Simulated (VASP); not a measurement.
# Nb3Ir under strain, part 3 of 4

Aim: follow the pressure of Nb3Ir through compression, expansion and shear. All runs use PBEsol. Left out of this account: 1 further run (fields: a reference on another mesh). The start is a cell from a database of measured crystal structures.

VASP 6.6.1; PBEsol; plane waves and PAW (Nb_sv, Ir).

Still holding for the runs below: Spin-orbit coupling is off here; with elements this heavy it splits and shifts levels by tenths of an eV or more.

So far, pressure (GPa): step 2 (bands, cell as listed) -3.87; step 3 (cell volume +4.0 %) -11.9; step 4 (cell volume +8.0 %) -18.4.

**5. Bands, sheared, principal strains -3.7, +0.3, +3.5 %**

The cell is sheared at fixed volume, which lowers its symmetry.

INCAR

```
SYSTEM = Nb3Ir
PREC = Accurate
ENCUT = 400
EDIFF = 1E-06
NELM = 100
ISMEAR = -1
SIGMA = 0.05
LREAL = .FALSE.
ALGO = Normal
GGA = PS
NBANDS = 71
LASPH = .TRUE.
LORBIT = 11
LWAVE = .FALSE.
LCHARG = .FALSE.
KPAR = 8
```

POSCAR

```
Nb3Ir
1.0
    5.0455920000     -0.1008320000      0.0195900000
   -0.1008320000      5.0711630000      0.0754910000
    0.0195900000      0.0754910000      5.2920010000
Nb Ir
6 2
Direct
    0.2500000000      0.0000000000      0.5000000000
    0.5000000000      0.7500000000      0.0000000000
    0.7500000000      0.0000000000      0.5000000000
    0.5000000000      0.2500000000      0.0000000000
    0.0000000000      0.5000000000      0.7500000000
    0.0000000000      0.5000000000      0.2500000000
    0.0000000000      0.0000000000      0.0000000000
    0.5000000000      0.5000000000      0.5000000000
```

KPOINTS

```
Automatic mesh
0
Gamma
6 6 6
0 0 0
```

KPOINTS_OPT

```
Line mode
12
Line-mode
Reciprocal
  0.50000000   0.00000000   0.00000000 X
  0.00000000   0.00000000   0.00000000 GAMMA

  0.00000000   0.00000000   0.00000000 GAMMA
  0.00000000   0.00000000   0.50000000 Y

  0.50000000   0.00000000   0.50000000 L
  0.00000000   0.00000000   0.00000000 GAMMA

  0.00000000   0.00000000   0.00000000 GAMMA
  0.00000000  -0.50000000  -0.50000000 Z

  0.50000000  -0.50000000  -0.50000000 N
  0.00000000   0.00000000   0.00000000 GAMMA

  0.00000000   0.00000000   0.00000000 GAMMA
  0.00000000  -0.50000000   0.00000000 M

  0.50000000  -0.50000000   0.00000000 R
  0.00000000   0.00000000   0.00000000 GAMMA
```

PAW data sets: Nb_sv and Ir (PBE family, release 64).

Command:

```console
$ mpirun -np 8 vasp_std
```

Log:

```text
[... set-up lines as in an earlier step ...]
 entering main loop
       N       E                     dE             d eps       ncg     rms          rms(c)
DAV:   1     0.109169827232E+04    0.10917E+04   -0.42657E+04 16192   0.118E+03
DAV:   2     0.177565943500E+01   -0.10899E+04   -0.10439E+04 17010   0.502E+02
DAV:   3    -0.844169947308E+02   -0.86193E+02   -0.80899E+02 24064   0.108E+02
DAV:   4    -0.933169106464E+02   -0.88999E+01   -0.87644E+01 27785   0.305E+01
DAV:   5    -0.936974623281E+02   -0.38055E+00   -0.37956E+00 24455   0.679E+00    0.253E+01
DAV:   6    -0.897793208152E+02    0.39181E+01   -0.94973E+00 20976   0.176E+01    0.869E+00
DAV:   7    -0.893208017346E+02    0.45852E+00   -0.47758E+00 23214   0.138E+01    0.701E+00
DAV:   8    -0.885764323703E+02    0.74437E+00   -0.16598E+00 22502   0.741E+00    0.253E+00
DAV:   9    -0.885854772226E+02   -0.90449E-02   -0.14925E-01 23386   0.218E+00    0.913E-01
DAV:  10    -0.885817186275E+02    0.37586E-02   -0.37424E-02 24251   0.155E+00    0.287E-01
DAV:  11    -0.885795861154E+02    0.21325E-02   -0.73038E-03 23226   0.662E-01    0.117E-01
DAV:  12    -0.885796310417E+02   -0.44926E-04   -0.10968E-03 24594   0.197E-01    0.944E-02
DAV:  13    -0.885796348327E+02   -0.37910E-05   -0.14998E-04 25169   0.884E-02    0.585E-02
DAV:  14    -0.885796488281E+02   -0.13995E-04   -0.29680E-05 22570   0.374E-02    0.205E-02
DAV:  15    -0.885796500735E+02   -0.12454E-05   -0.40873E-06 17610   0.134E-02    0.714E-03
DAV:  16    -0.885796502458E+02   -0.17227E-06   -0.65590E-07 10321   0.596E-03
   1 F= -.88579650E+02 E0= -.88559308E+02  d E =-.406847E-01
 Start KPOINTS_OPT (optional k-point list driver)
k-point batch [1-84\84]
       N       E                     dE             ncg
DAV:   1     0.369029469989E+05   -0.56102E+05    12136
DAV:   2    -0.554454588834E+05   -0.92348E+05    12598
DAV:   3    -0.627634061026E+05   -0.73179E+04    18457
DAV:   4    -0.634637405728E+05   -0.70033E+03    20898
DAV:   5    -0.634944981042E+05   -0.30758E+02    18467
DAV:   6    -0.634963530389E+05   -0.18549E+01    20704
DAV:   7    -0.634964573193E+05   -0.10428E+00    18490
DAV:   8    -0.634964657655E+05   -0.84462E-02    18449
DAV:   9    -0.634964664033E+05   -0.63783E-03    15331
DAV:  10    -0.634964664690E+05   -0.65614E-04    11820
DAV:  11    -0.634964664762E+05   -0.72731E-05    10170
DAV:  12    -0.634964664772E+05   -0.10069E-05     8620
DAV:  13    -0.634964664777E+05   -0.45486E-06     7993
```

Elapsed: 6.1 min, on 8 MPI ranks of AMD EPYC 7R43, shared host; peak memory 7.1 GiB; 48 min of CPU time.

From OUTCAR (step 5):

```text
   k-points           NKPTS =    112   k-points in BZ     NKDIM =    112   number of bands    NBANDS=     71

   ENCUT  =  400.0 eV  29.40 Ry    5.42 a.u.   8.23  8.27  8.63*2*pi/ulx,y,z

   NELECT =      96.0000    total number of electrons

 E-fermi :  11.1930

 k-point     1 :       0.0000    0.0000    0.0000
  band No.  band energies     occupation
    ...
     45       9.6462      2.00000
     46       9.9939      2.00000
     47      10.0943      2.00000
     48      10.4263      2.00000
     49      10.5214      2.00000
     50      11.7832      0.00001
     51      11.8848      0.00000
     52      12.0926      0.00000
     53      12.1430      0.00000
     54      12.2754      0.00000
    ...

  Total        1.6061144      0.2983334    -10.3710129      2.7415048     -1.9208226     -0.5160544
  in kB       19.0160148      3.5321970   -122.7903447     32.4587698    -22.7420855     -6.1099626
  external PRESSURE =     -33.4140443 kB  Pullay stress =       0.0000000 kB

 POSITION                                       TOTAL-FORCE (eV/Angst)
 -----------------------------------------------------------------------------------
      1.27119      0.01254      2.65090        -0.105369      0.067616      0.021723
      2.44717      3.75296      0.06641         0.061941     -0.114520      0.042812
      3.79399     -0.03788      2.66069         0.105369     -0.067616     -0.021723
      2.49759      1.21737      0.02867        -0.061941      0.114520     -0.042812
     -0.03572      2.59220      4.00675         0.016196     -0.038166      0.002741
     -0.04552      2.55445      1.36075        -0.016196      0.038166     -0.002741
      0.00000      0.00000      0.00000         0.000000     -0.000000      0.000000
      2.48218      2.52291      2.69354         0.000000     -0.000000      0.000000
 -----------------------------------------------------------------------------------
    total drift:                                0.000000      0.000000     -0.000000

  FREE ENERGIE OF THE ION-ELECTRON SYSTEM (eV)
  ---------------------------------------------------
  free  energy   TOTEN  =       -88.5796502458 eV

  energy  without entropy=      -88.5389655729  energy(sigma->0) =      -88.55930791

[... 1 part as in an earlier step ...]

[... 14 further parts left out ...]
```

The path and its labels are those of the sheared lattice, so a letter need not mean the same point as in the unstrained cell.

Numbers from this step:

```yaml
scf_cycles: 16
irreducible_k_points: 112
symmetry_operations: 2
free_energy_toten: -88.5797 eV
energy_at_zero_smearing: -88.5593 eV
fermi_energy: 11.19 eV
pressure: -3.341 GPa
```

The electronic bands at the labelled points (eV, zero at the Fermi level; # counts the bands kept, so #1 is VASP's band 25):

| point | #22 | #23 | #24 | #25 | #26 | #27 | #28 | #29 |
| --- | --- | --- | --- | --- | --- | --- | --- | --- |
| X | -0.48 | -0.48 | -0.09 | 0.15 | 0.17 | 0.38 | 0.41 | 1.01 |
| Γ | -1.20 | -1.10 | -0.77 | -0.67 | 0.59 | 0.69 | 0.90 | 0.95 |
| Y | -0.43 | -0.19 | -0.16 | 0.04 | 0.07 | 0.39 | 0.42 | 0.87 |
| jump to L | -0.23 | -0.19 | -0.17 | -0.06 | 0.81 | 1.23 | 1.38 | 1.39 |
| Γ | -1.20 | -1.10 | -0.77 | -0.67 | 0.59 | 0.69 | 0.90 | 0.95 |
| Z | -0.29 | -0.19 | -0.18 | -0.07 | 0.79 | 1.23 | 1.35 | 1.40 |
| jump to N | -0.56 | -0.52 | -0.51 | 1.17 | 1.19 | 1.22 | 1.25 | 1.40 |
| Γ | -1.20 | -1.10 | -0.77 | -0.67 | 0.59 | 0.69 | 0.90 | 0.95 |
| M | -0.47 | -0.44 | -0.06 | 0.12 | 0.14 | 0.37 | 0.43 | 0.97 |
| jump to R | -0.10 | -0.05 | -0.04 | 0.08 | 0.76 | 1.14 | 1.41 | 1.42 |
| Γ | -1.20 | -1.10 | -0.77 | -0.67 | 0.59 | 0.69 | 0.90 | 0.95 |

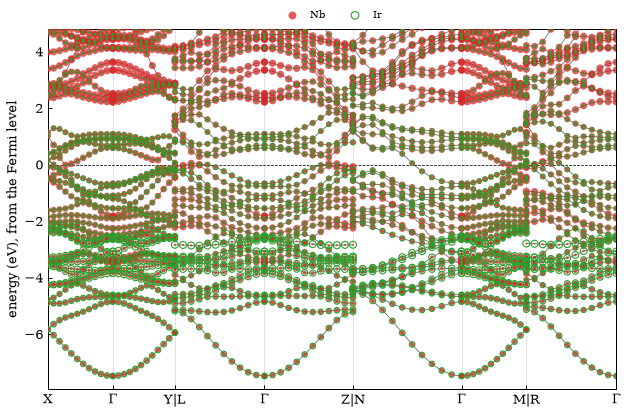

Electronic bands along the path; dots are coloured as in the legend, and their area grows with the weight.

Force by atom:

| atom | x (eV/Å) | y (eV/Å) | z (eV/Å) | size |
| --- | --- | --- | --- | --- |
| Nb1 | -0.105 | 0.068 | 0.022 | 0.127 |
| Nb2 | 0.062 | -0.115 | 0.043 | 0.137 |
| Nb3 | 0.105 | -0.068 | -0.022 | 0.127 |
| Nb4 | -0.062 | 0.115 | -0.043 | 0.137 |
| Nb5 | 0.016 | -0.038 | 0.003 | 0.042 |
| Nb6 | -0.016 | 0.038 | -0.003 | 0.042 |
| Ir7 | 0.000 | 0.000 | 0.000 | 0.000 |
| Ir8 | 0.000 | 0.000 | 0.000 | 0.000 |

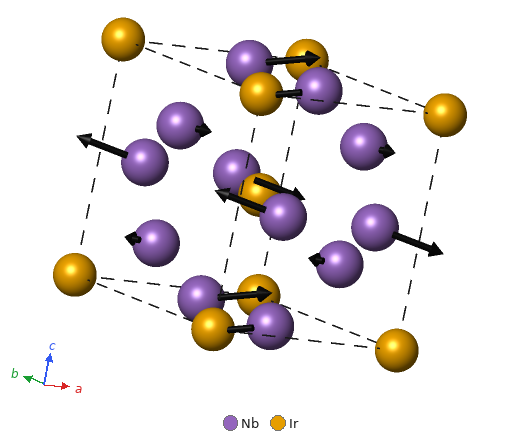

Force as arrows, the longest 0.137 eV/Å. Some periodic images of atoms are drawn too.

 The pressure is -3.34 GPa, and the symmetry operations fall from 48 to 2.

**6. Bands, volume times 0.96**

The cell is compressed evenly, with fractional positions held.

INCAR is that of step 5.

Edit POSCAR of step 5 so:

```diff
@@ -2,5 +2,5 @@
 1.0
-    5.0455920000     -0.1008320000      0.0195900000
-   -0.1008320000      5.0711630000      0.0754910000
-    0.0195900000      0.0754910000      5.2920010000
+    5.0646131158      0.0000000000      0.0000000000
+    0.0000000000      5.0646131158      0.0000000000
+    0.0000000000      0.0000000000      5.0646131158
 Nb Ir
```

KPOINTS is that of step 5.

KPOINTS_OPT

```
Line mode
12
Line-mode
Reciprocal
  0.00000000   0.00000000   0.00000000 GAMMA
  0.00000000   0.50000000   0.00000000 X

  0.00000000   0.50000000   0.00000000 X
  0.50000000   0.50000000   0.00000000 M

  0.50000000   0.50000000   0.00000000 M
  0.00000000   0.00000000   0.00000000 GAMMA

  0.00000000   0.00000000   0.00000000 GAMMA
  0.50000000   0.50000000   0.50000000 R

  0.50000000   0.50000000   0.50000000 R
  0.00000000   0.50000000   0.00000000 X

  0.50000000   0.50000000   0.00000000 M
  0.50000000   0.50000000   0.50000000 R
```

Command:

```console
$ mpirun -np 8 vasp_std
```

Log:

```text
[... set-up lines as in an earlier step ...]
 entering main loop
       N       E                     dE             d eps       ncg     rms          rms(c)
DAV:   1     0.110152489686E+04    0.11015E+04   -0.42499E+04  2880   0.118E+03
DAV:   2     0.267865197437E+01   -0.10988E+04   -0.10526E+04  3013   0.506E+02
DAV:   3    -0.844069296191E+02   -0.87086E+02   -0.81800E+02  4336   0.110E+02
DAV:   4    -0.932745002559E+02   -0.88676E+01   -0.87356E+01  4936   0.304E+01
DAV:   5    -0.936773049944E+02   -0.40280E+00   -0.40175E+00  4434   0.695E+00    0.271E+01
DAV:   6    -0.899934039056E+02    0.36839E+01   -0.92154E+00  3712   0.175E+01    0.946E+00
DAV:   7    -0.894566327071E+02    0.53677E+00   -0.46702E+00  4138   0.139E+01    0.703E+00
DAV:   8    -0.887741589774E+02    0.68247E+00   -0.15743E+00  3979   0.719E+00    0.254E+00
DAV:   9    -0.887809255425E+02   -0.67666E-02   -0.15750E-01  4097   0.195E+00    0.584E-01
DAV:  10    -0.887798653098E+02    0.10602E-02   -0.24281E-02  4290   0.785E-01    0.154E-01
DAV:  11    -0.887798478350E+02    0.17475E-04   -0.11172E-03  4617   0.150E-01    0.101E-01
DAV:  12    -0.887798906590E+02   -0.42824E-04   -0.13293E-04  3929   0.680E-02    0.293E-02
DAV:  13    -0.887798844996E+02    0.61594E-05   -0.15215E-05  4137   0.189E-02    0.157E-02
DAV:  14    -0.887798876886E+02   -0.31891E-05   -0.27254E-06  2577   0.114E-02    0.223E-03
DAV:  15    -0.887798877554E+02   -0.66759E-07   -0.39241E-07  1857   0.400E-03
   1 F= -.88779888E+02 E0= -.88759680E+02  d E =-.404152E-01
 Start KPOINTS_OPT (optional k-point list driver)
k-point batch [1-20\72]
       N       E                     dE             ncg
DAV:   1     0.871980020742E+04   -0.13914E+05     2864
DAV:   2    -0.135111075991E+05   -0.22231E+05     3013
DAV:   3    -0.152583986960E+05   -0.17473E+04     4408
DAV:   4    -0.154239701773E+05   -0.16557E+03     4904
DAV:   5    -0.154312373018E+05   -0.72671E+01     4428
DAV:   6    -0.154316454183E+05   -0.40812E+00     4888
DAV:   7    -0.154316743977E+05   -0.28979E-01     4498
DAV:   8    -0.154316759446E+05   -0.15469E-02     4248
DAV:   9    -0.154316760809E+05   -0.13632E-03     3642
DAV:  10    -0.154316760935E+05   -0.12621E-04     2697
DAV:  11    -0.154316760948E+05   -0.13263E-05     2298
DAV:  12    -0.154316760951E+05   -0.24319E-06     1978
[...]
k-point batch [61-72\72]
       N       E                     dE             ncg
DAV:   1     0.204401603929E+05   -0.23938E+05     1744
DAV:   2     0.706834995449E+04   -0.13372E+05     1872
DAV:   3     0.604855572654E+04   -0.10198E+04     2432
DAV:   4     0.592825360107E+04   -0.12030E+03     3090
DAV:   5     0.592445789561E+04   -0.37957E+01     2698
DAV:   6     0.592424851620E+04   -0.20938E+00     2993
DAV:   7     0.592424094366E+04   -0.75725E-02     2664
DAV:   8     0.592424048053E+04   -0.46313E-03     2617
DAV:   9     0.592424045916E+04   -0.21371E-04     2064
DAV:  10     0.592424045758E+04   -0.15827E-05     1730
DAV:  11     0.592424045746E+04   -0.11950E-06     1337
```

Elapsed: 3.4 min, on 8 MPI ranks; peak memory 2.6 GiB.

Parts of OUTCAR (step 6):

```text
   ENCUT  =  400.0 eV  29.40 Ry    5.42 a.u.   8.26  8.26  8.26*2*pi/ulx,y,z

   NELECT =      96.0000    total number of electrons

 E-fermi :  11.8135

 k-point     1 :       0.0000    0.0000    0.0000
  band No.  band energies     occupation
    ...
     45      10.3778      2.00000
     46      10.3778      2.00000
     47      10.9447      2.00000
     48      10.9447      2.00000
     49      10.9447      2.00000
     50      12.4890      0.00000
     51      12.4890      0.00000
     52      12.8009      0.00000
     53      12.8009      0.00000
     54      12.8009      0.00000
    ...

  Total        4.9715144      4.9715144      4.9715144      0.0000000     -0.0000000      0.0000000
  in kB       61.3141136     61.3141136     61.3141136      0.0000000     -0.0000000      0.0000000
  external PRESSURE =      61.3141136 kB  Pullay stress =       0.0000000 kB

 POSITION                                       TOTAL-FORCE (eV/Angst)
 -----------------------------------------------------------------------------------
      1.26615      0.00000      2.53231         0.000000      0.000000      0.000000
      2.53231      3.79846      0.00000        -0.000000      0.000000     -0.000000
      3.79846      0.00000      2.53231        -0.000000     -0.000000     -0.000000
      2.53231      1.26615      0.00000         0.000000     -0.000000      0.000000
      0.00000      2.53231      3.79846         0.000000     -0.000000      0.000000
      0.00000      2.53231      1.26615        -0.000000      0.000000     -0.000000
      0.00000      0.00000      0.00000        -0.000000      0.000000     -0.000000
      2.53231      2.53231      2.53231        -0.000000      0.000000     -0.000000
 -----------------------------------------------------------------------------------
    total drift:                                0.000000      0.000000     -0.000000

  FREE ENERGIE OF THE ION-ELECTRON SYSTEM (eV)
  ---------------------------------------------------
  free  energy   TOTEN  =       -88.7798877554 eV

  energy  without entropy=      -88.7394725715  energy(sigma->0) =      -88.75968016

[... 5 parts as in an earlier step ...]

[... 11 further parts left out ...]
```

Numbers from this step:

- SCF cycles: 15
- irreducible k-points: 20
- symmetry operations: 48
- free energy (TOTEN): -88.7799 eV
- energy at zero smearing: -88.7597 eV
- Fermi energy: 11.81 eV
- pressure: 6.131 GPa

Electronic bands along the path, in eV, zero at the Fermi level; # counts the bands kept, so #1 is VASP's band 25:

| point | #21 | #22 | #23 | #24 | #25 | #26 | #27 | #28 |
| --- | --- | --- | --- | --- | --- | --- | --- | --- |
| Γ | -1.44 | -1.44 | -0.87 | -0.87 | -0.87 | 0.68 | 0.68 | 0.99 |
| X | -0.50 | -0.50 | -0.28 | -0.28 | 0.13 | 0.13 | 0.34 | 0.34 |
| M | -1.11 | -0.19 | -0.19 | -0.13 | -0.13 | 0.87 | 1.24 | 1.48 |
| Γ | -1.44 | -1.44 | -0.87 | -0.87 | -0.87 | 0.68 | 0.68 | 0.99 |
| R | -0.67 | -0.67 | -0.67 | -0.67 | 1.35 | 1.35 | 1.35 | 1.35 |
| X | -0.50 | -0.50 | -0.28 | -0.28 | 0.13 | 0.13 | 0.34 | 0.34 |
| jump to M | -1.11 | -0.19 | -0.19 | -0.13 | -0.13 | 0.87 | 1.24 | 1.48 |
| R | -0.67 | -0.67 | -0.67 | -0.67 | 1.35 | 1.35 | 1.35 | 1.35 |

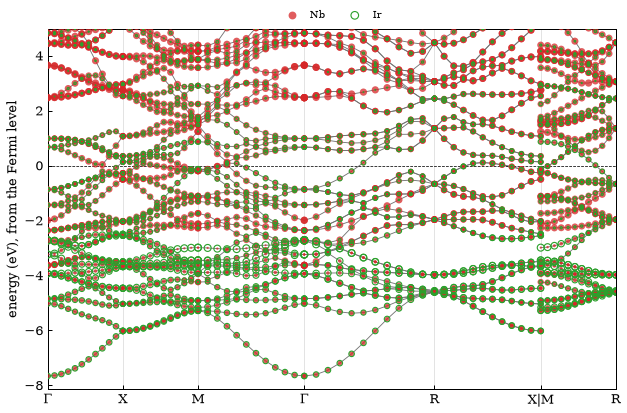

Electronic bands along the path; dots are coloured as in the legend, and their area grows with the weight.

 The pressure is 6.13 GPa.

For the pressure, step 2 gave -3.87 GPa; this run, with cell volume -4.0 %, gives 6.13 GPa.

(Part 3 of 4 ends here.)

[Lines on the potential files, build, host, timing and source positions are cut from VASP's logs without a mark.]

[Logs are printed without paths, hosts, clocks, repeated set-up lines and the standing remarks that a program may print on its own settings, such as how far it seeks lower states.]

[Hosts, paths, dates, database ids (printed as entryN), source tags and the programs' standing remarks are cut or masked in the printed files.]

[A measured line is paired with the nearest computed mode of its activity, which favours agreement.]
